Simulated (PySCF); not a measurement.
**CH$_{4}$OSSi (charge +1): single-point calculation (part 2 of 2)**

CH$_{4}$OSSi, charge +1, multiplicity 2; RPA (r2SCAN)/ANO-RCC-VDZP, UKS, sfX2C (PySCF 2.14.0). The geometry is that of the parent species in another charge or spin state. The geometry comes from this level: GFN2-xTB.

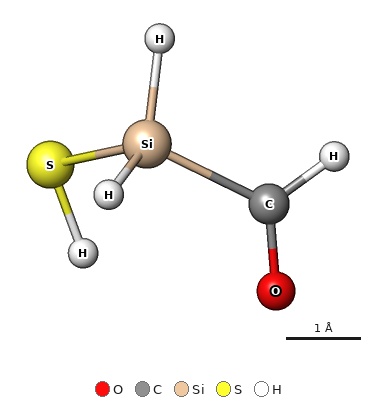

**Figure 1.** The structure (ball-and-stick view, seen at a tilt).

### Output, continued
```
******** <class 'pyscf.df.df.DF'> ********
auxbasis = auxmol.basis = {'O': [[0, [np.float64(4396.351488), 1]], [0, [np.float64(2198.175744), 1]], [0, [np.float64(1099.087872), 1]], [0, [np.float64(549.543936), 1]], [0, [np.float64(274.771968), 1]], [0, [np.float64(137.385984), 1]], [0, [np.float64(68.692992), 1]], [0, [np.float64(34.346496), 1]], [0, [np.float64(17.173248), 1]], [0, [np.float64(8.586624), 1]], [0, [np.float64(4.293312), 1]], [0, [np.float64(2.146656), 1]], [0, [np.float64(1.073328), 1]], [0, [np.float64(0.536664), 1]], [0, [np.float64(0.268332), 1]], [0, [np.float64(0.134166), 1]], [1, [np.float64(450.65295441891396), 1]], [1, [np.float64(225.32647720945698), 1]], [1, [np.float64(112.66323860472849), 1]], [1, [np.float64(56.331619302364246), 1]], [1, [np.float64(28.165809651182123), 1]], [1, [np.float64(14.082904825591061), 1]], [1, [np.float64(7.041452412795531), 1]], [1, [np.float64(3.5207262063977653), 1]], [1, [np.float64(1.7603631031988827), 1]], [1, [np.float64(0.8801815515994413), 1]], [1, [np.float64(0.44009077579972067), 1]], [1, [np.float64(0.22004538789986033), 1]], [1, [np.float64(0.11002269394993017), 1]], [2, [np.float64(184.778752), 1]], [2, [np.float64(92.389376), 1]], [2, [np.float64(46.194688), 1]], [2, [np.float64(23.097344), 1]], [2, [np.float64(11.548672), 1]], [2, [np.float64(5.774336), 1]], [2, [np.float64(2.887168), 1]], [2, [np.float64(1.443584), 1]], [2, [np.float64(0.721792), 1]], [2, [np.float64(0.360896), 1]], [2, [np.float64(0.180448), 1]], [2, [np.float64(0.090224), 1]], [3, [np.float64(21.802353093301466), 1]], [3, [np.float64(10.901176546650733), 1]], [3, [np.float64(5.4505882733253666), 1]], [3, [np.float64(2.7252941366626833), 1]], [3, [np.float64(1.3626470683313416), 1]], [3, [np.float64(0.6813235341656708), 1]], [3, [np.float64(0.3406617670828354), 1]], [3, [np.float64(0.1703308835414177), 1]], [4, [np.float64(5.144992), 1]], [4, [np.float64(2.572496), 1]], [4, [np.float64(1.286248), 1]], [4, [np.float64(0.643124), 1]], [4, [np.float64(0.321562), 1]]], 'H': [[0, [np.float64(229.064704), 1]], [0, [np.float64(114.532352), 1]], [0, [np.float64(57.266176), 1]], [0, [np.float64(28.633088), 1]], [0, [np.float64(14.316544), 1]], [0, [np.float64(7.158272), 1]], [0, [np.float64(3.579136), 1]], [0, [np.float64(1.789568), 1]], [0, [np.float64(0.894784), 1]], [0, [np.float64(0.447392), 1]], [0, [np.float64(0.223696), 1]], [0, [np.float64(0.111848), 1]], [0, [np.float64(0.055924), 1]], [1, [np.float64(26.914844975787172), 1]], [1, [np.float64(13.457422487893586), 1]], [1, [np.float64(6.728711243946793), 1]], [1, [np.float64(3.3643556219733965), 1]], [1, [np.float64(1.6821778109866983), 1]], [1, [np.float64(0.8410889054933491), 1]], [1, [np.float64(0.42054445274667457), 1]], [1, [np.float64(0.21027222637333728), 1]], [1, [np.float64(0.10513611318666864), 1]], [2, [np.float64(3.162464), 1]], [2, [np.float64(1.581232), 1]], [2, [np.float64(0.790616), 1]], [2, [np.float64(0.395308), 1]], [2, [np.float64(0.197654), 1]]], 'Si': [[0, [np.float64(16105.340928), 1]], [0, [np.float64(8052.670464), 1]], [0, [np.float64(4026.335232), 1]], [0, [np.float64(2013.167616), 1]], [0, [np.float64(1006.583808), 1]], [0, [np.float64(503.291904), 1]], [0, [np.float64(251.645952), 1]], [0, [np.float64(125.822976), 1]], [0, [np.float64(62.911488), 1]], [0, [np.float64(31.455744), 1]], [0, [np.float64(15.727872), 1]], [0, [np.float64(7.863936), 1]], [0, [np.float64(3.931968), 1]], [0, [np.float64(1.965984), 1]], [0, [np.float64(0.982992), 1]], [0, [np.float64(0.491496), 1]], [0, [np.float64(0.245748), 1]], [0, [np.float64(0.122874), 1]], [0, [np.float64(0.061437), 1]], [1, [np.float64(1755.949722897076), 1]], [1, [np.float64(877.974861448538), 1]], [1, [np.float64(438.987430724269), 1]], [1, [np.float64(219.4937153621345), 1]], [1, [np.float64(109.74685768106725), 1]], [1, [np.float64(54.87342884053363), 1]], [1, [np.float64(27.436714420266814), 1]], [1, [np.float64(13.718357210133407), 1]], [1, [np.float64(6.859178605066703), 1]], [1, [np.float64(3.4295893025333517), 1]], [1, [np.float64(1.7147946512666759), 1]], [1, [np.float64(0.8573973256333379), 1]], [1, [np.float64(0.42869866281666896), 1]], [1, [np.float64(0.21434933140833448), 1]], [1, [np.float64(0.10717466570416724), 1]], [1, [np.float64(0.05358733285208362), 1]], [2, [np.float64(382.8989952), 1]], [2, [np.float64(191.4494976), 1]], [2, [np.float64(95.7247488), 1]], [2, [np.float64(47.8623744), 1]], [2, [np.float64(23.9311872), 1]], [2, [np.float64(11.9655936), 1]], [2, [np.float64(5.9827968), 1]], [2, [np.float64(2.9913984), 1]], [2, [np.float64(1.4956992), 1]], [2, [np.float64(0.7478496), 1]], [2, [np.float64(0.3739248), 1]], [2, [np.float64(0.1869624), 1]], [2, [np.float64(0.0934812), 1]], [2, [np.float64(0.0467406), 1]], [3, [np.float64(34.64945896945484), 1]], [3, [np.float64(17.32472948472742), 1]], [3, [np.float64(8.66236474236371), 1]], [3, [np.float64(4.331182371181855), 1]], [3, [np.float64(2.1655911855909276), 1]], [3, [np.float64(1.0827955927954638), 1]], [3, [np.float64(0.5413977963977319), 1]], [3, [np.float64(0.27069889819886594), 1]], [3, [np.float64(0.13534944909943297), 1]], [3, [np.float64(0.06767472454971649), 1]], [4, [np.float64(3.1355136), 1]], [4, [np.float64(1.5677568), 1]], [4, [np.float64(0.7838784), 1]], [4, [np.float64(0.3919392), 1]], [4, [np.float64(0.1959696), 1]], [4, [np.float64(0.0979848), 1]]], 'C': [[0, [np.float64(2272.78848), 1]], [0, [np.float64(1136.39424), 1]], [0, [np.float64(568.19712), 1]], [0, [np.float64(284.09856), 1]], [0, [np.float64(142.04928), 1]], [0, [np.float64(71.02464), 1]], [0, [np.float64(35.51232), 1]], [0, [np.float64(17.75616), 1]], [0, [np.float64(8.87808), 1]], [0, [np.float64(4.43904), 1]], [0, [np.float64(2.21952), 1]], [0, [np.float64(1.10976), 1]], [0, [np.float64(0.55488), 1]], [0, [np.float64(0.27744), 1]], [0, [np.float64(0.13872), 1]], [0, [np.float64(0.06936), 1]], [1, [np.float64(461.7184455514335), 1]], [1, [np.float64(230.85922277571674), 1]], [1, [np.float64(115.42961138785837), 1]], [1, [np.float64(57.714805693929186), 1]], [1, [np.float64(28.857402846964593), 1]], [1, [np.float64(14.428701423482297), 1]], [1, [np.float64(7.214350711741148), 1]], [1, [np.float64(3.607175355870574), 1]], [1, [np.float64(1.803587677935287), 1]], [1, [np.float64(0.9017938389676435), 1]], [1, [np.float64(0.45089691948382177), 1]], [1, [np.float64(0.22544845974191088), 1]], [1, [np.float64(0.11272422987095544), 1]], [1, [np.float64(0.05636211493547772), 1]], [2, [np.float64(93.7984), 1]], [2, [np.float64(46.8992), 1]], [2, [np.float64(23.4496), 1]], [2, [np.float64(11.7248), 1]], [2, [np.float64(5.8624), 1]], [2, [np.float64(2.9312), 1]], [2, [np.float64(1.4656), 1]], [2, [np.float64(0.7328), 1]], [2, [np.float64(0.3664), 1]], [2, [np.float64(0.1832), 1]], [2, [np.float64(0.0916), 1]], [2, [np.float64(0.0458), 1]], [3, [np.float64(22.11403038319338), 1]], [3, [np.float64(11.05701519159669), 1]], [3, [np.float64(5.528507595798345), 1]], [3, [np.float64(2.7642537978991726), 1]], [3, [np.float64(1.3821268989495863), 1]], [3, [np.float64(0.6910634494747931), 1]], [3, [np.float64(0.3455317247373966), 1]], [3, [np.float64(0.1727658623686983), 1]], [3, [np.float64(0.08638293118434914), 1]], [4, [np.float64(2.606816), 1]], [4, [np.float64(1.303408), 1]], [4, [np.float64(0.651704), 1]], [4, [np.float64(0.325852), 1]], [4, [np.float64(0.162926), 1]]], 'S': [[0, [np.float64(25825.1685888), 1]], [0, [np.float64(12912.5842944), 1]], [0, [np.float64(6456.2921472), 1]], [0, [np.float64(3228.1460736), 1]], [0, [np.float64(1614.0730368), 1]], [0, [np.float64(807.0365184), 1]], [0, [np.float64(403.5182592), 1]], [0, [np.float64(201.7591296), 1]], [0, [np.float64(100.8795648), 1]], [0, [np.float64(50.4397824), 1]], [0, [np.float64(25.2198912), 1]], [0, [np.float64(12.6099456), 1]], [0, [np.float64(6.3049728), 1]], [0, [np.float64(3.1524864), 1]], [0, [np.float64(1.5762432), 1]], [0, [np.float64(0.7881216), 1]], [0, [np.float64(0.3940608), 1]], [0, [np.float64(0.1970304), 1]], [0, [np.float64(0.0985152), 1]], [1, [np.float64(2705.4228116927693), 1]], [1, [np.float64(1352.7114058463847), 1]], [1, [np.float64(676.3557029231923), 1]], [1, [np.float64(338.17785146159616), 1]], [1, [np.float64(169.08892573079808), 1]], [1, [np.float64(84.54446286539904), 1]], [1, [np.float64(42.27223143269952), 1]], [1, [np.float64(21.13611571634976), 1]], [1, [np.float64(10.56805785817488), 1]], [1, [np.float64(5.28402892908744), 1]], [1, [np.float64(2.64201446454372), 1]], [1, [np.float64(1.32100723227186), 1]], [1, [np.float64(0.66050361613593), 1]], [1, [np.float64(0.330251808067965), 1]], [1, [np.float64(0.1651259040339825), 1]], [1, [np.float64(0.08256295201699125), 1]], [2, [np.float64(283.4178048), 1]], [2, [np.float64(141.7089024), 1]], [2, [np.float64(70.8544512), 1]], [2, [np.float64(35.4272256), 1]], [2, [np.float64(17.7136128), 1]], [2, [np.float64(8.8568064), 1]], [2, [np.float64(4.4284032), 1]], [2, [np.float64(2.2142016), 1]], [2, [np.float64(1.1071008), 1]], [2, [np.float64(0.5535504), 1]], [2, [np.float64(0.2767752), 1]], [2, [np.float64(0.1383876), 1]], [2, [np.float64(0.0691938), 1]], [3, [np.float64(53.83268044464456), 1]], [3, [np.float64(26.91634022232228), 1]], [3, [np.float64(13.45817011116114), 1]], [3, [np.float64(6.72908505558057), 1]], [3, [np.float64(3.364542527790285), 1]], [3, [np.float64(1.6822712638951425), 1]], [3, [np.float64(0.8411356319475712), 1]], [3, [np.float64(0.4205678159737856), 1]], [3, [np.float64(0.2102839079868928), 1]], [3, [np.float64(0.1051419539934464), 1]], [4, [np.float64(5.1125184), 1]], [4, [np.float64(2.5562592), 1]], [4, [np.float64(1.2781296), 1]], [4, [np.float64(0.6390648), 1]], [4, [np.float64(0.3195324), 1]], [4, [np.float64(0.1597662), 1]]]}
Lowest orbital energy difference: ( 1.3238e-01,  2.3702e-02)
E(URPA) = -803.851385008275  E_corr = -0.881380909203013  E_hf = -802.970004099072

WARN: Destination object of to_hf/to_ks method is not an X2C object. Convert dst to X2C object.

E = -803.8514017969 Eh
```

The run was set up as follows.

### Input (run.py)
```python
from pyscf import gto, dft
from pyscf.gw.urpa import URPA

system = gto.Mole()
system.atom = '''
O     -1.279968    -0.314791    -3.567236
C     -0.870540     1.182666    -1.902709
Si     1.239774     0.369271     0.942898
S     -0.736634    -2.551206     2.936464
H     -1.760677     3.078647    -1.985856
H      1.395034     2.511597     2.651834
H      3.654541    -0.578502     0.024415
H     -1.641529    -3.697703     0.900171
'''
system.unit = 'bohr'
system.max_memory = 1860
system.basis = 'ano-rcc-vdzp'
system.spin = 1
system.verbose = 4
system.charge = 1
system.build()

ks = dft.UKS(system, xc='r2scan')
ks = ks.sfx2c1e()
ks.grids.level = 4
ks.conv_tol = 1e-10
ks.kernel()
if not ks.converged:
    ks = ks.newton().run(ks.mo_coeff, ks.mo_occ)

rpa = URPA(ks, frozen=12)
rpa.kernel()
e_exx = ks.to_hf().energy_tot(ks.make_rdm1())
e_tot = e_exx + rpa.e_corr
print('E = %.10f Eh' % e_tot)
```

Command:
```bash
OMP_NUM_THREADS=1 python run.py
```

### Results in brief

```json
{"quantity": "outcome", "value": "converged"}
{"quantity": "total energy", "value": "−803.851402 hartree"}
{"quantity": "SCF energy", "value": "−804.802623 hartree"}
{"quantity": "correlation energy", "value": "−0.881381 hartree"}
{"quantity": "basis functions", "value": "84"}
{"quantity": "⟨S²⟩", "value": "0.758"}
{"quantity": "hardware", "value": "1 thread of Arm Neoverse V1, 24 GiB of memory available, shared host"}
{"quantity": "wall time", "value": "2.3 min"}
{"quantity": "peak memory", "value": "0.74 GiB"}
```

### Remarks

The record of the run, not the program, notes: dipole of an ion depends on the origin; logged alpha LUMO and gap are faulty.
